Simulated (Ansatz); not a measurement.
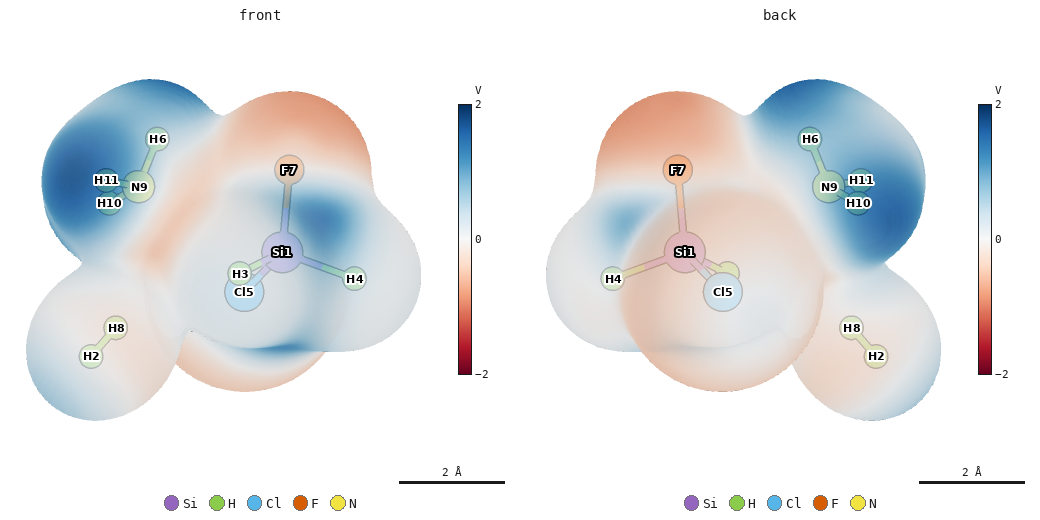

The picture shows: ClFH$_{2}$Si···H$_{2}$···NH$_{3}$. The molecular electrostatic potential painted on the density surface at 0.002 e/bohr³, seen from the front and from behind; red is negative and blue positive.

The product side of a reaction path; geometry: PBE0-D4/def2-TZVP.

Computed with RKS PBE0-D4/def2-TZVPP (Ansatz 0.2.0).

Input

```
crystal:
  periodic: [false, false, false]
  atoms:
    - {symbol: Si, position_ang: [0.230365, 1.696753, -0.156304]}
    - {symbol: H, position_ang: [-0.769399, -1.826688, -2.284495]}
    - {symbol: H, position_ang: [0.906322, 0.742307, -1.046517]}
    - {symbol: H, position_ang: [0.370444, 3.087461, -0.641712]}
    - {symbol: Cl, position_ang: [-1.779684, 1.339940, -0.061930]}
    - {symbol: H, position_ang: [0.460565, -0.821207, 1.895927]}
    - {symbol: F, position_ang: [0.863189, 1.694444, 1.306490]}
    - {symbol: H, position_ang: [-0.593697, -1.386283, -1.706871]}
    - {symbol: N, position_ang: [0.204157, -1.128238, 0.965404]}
    - {symbol: H, position_ang: [-0.727333, -1.521180, 1.021916]}
    - {symbol: H, position_ang: [0.835070, -1.877309, 0.708091]}
basis:
  gaussian: {orbitals: def2-TZVPP}
hamiltonian: {xc: pbe0, dispersion: d4}
output: {orbitals: {seedname: orbitals}}
```

Run with:

```sh
ansatz run in.yaml --threads 4 --pin off --events-out ev --progress --plain --max-ram 9574MiB
```

**Where is the surface potential most negative and most positive?**

The most negative region (about −0.8 V) lies over F7, the most positive (about +1.7 V) over H10 and H11.
